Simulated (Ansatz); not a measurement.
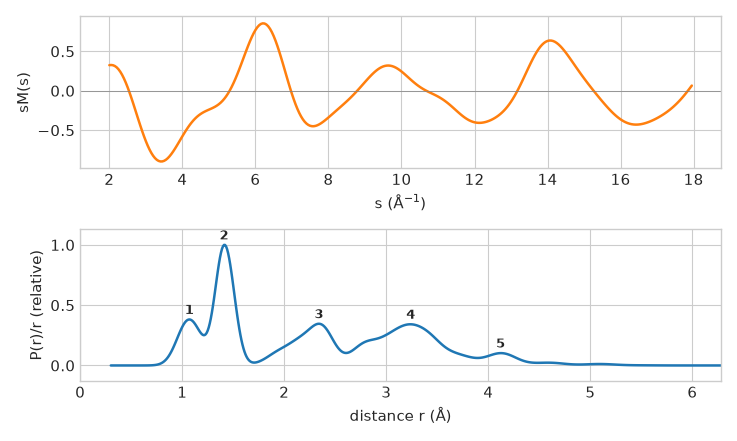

Simulated gas electron diffraction: reduced molecular intensity sM(s) from the Debye equation in the first Born approximation (top) and the radial distribution curve (bottom) of CH7BO3. Each pair of atoms contributes with weight ZᵢZⱼ/r; damping constant 0.002 Å²; vibrational amplitudes assumed, not computed: 0.05 Å for bonds, 0.078 Å for bonds to H, 0.06 + 0.015 r up to 0.15 Å for other pairs. The geometry is the end point of an optimisation (RKS PBE-D4/STO-3G in Ansatz 0.2.0); it may be a saddle point or a higher isomer.

### Which pairs of atoms lie under the numbered peaks? Mark bonded pairs by – and others by ···.

Peak 1, 1.07 Å: O–H 1.01–1.03 Å (×3), C–H 1.11–1.12 Å (×3), B–H 1.17 Å, not resolved
Peak 2, 1.41 Å: O–B 1.39 Å (×2), O–C 1.47 Å, not resolved
Peak 3, 2.34 Å: O···H 2.09–2.32 Å (×7), O···O 2.38 Å, not resolved
Peak 4, 3.24 Å: O···C 3.02 Å, O···O 3.18–3.43 Å (×2), C···B 3.29 Å, not resolved; in its flanks O···H 2.69–3.77 Å, O···B 2.79 Å
Peak 5, 4.12 Å: B···H 4.01–4.08 Å (×2), O···C 4.14 Å, not resolved
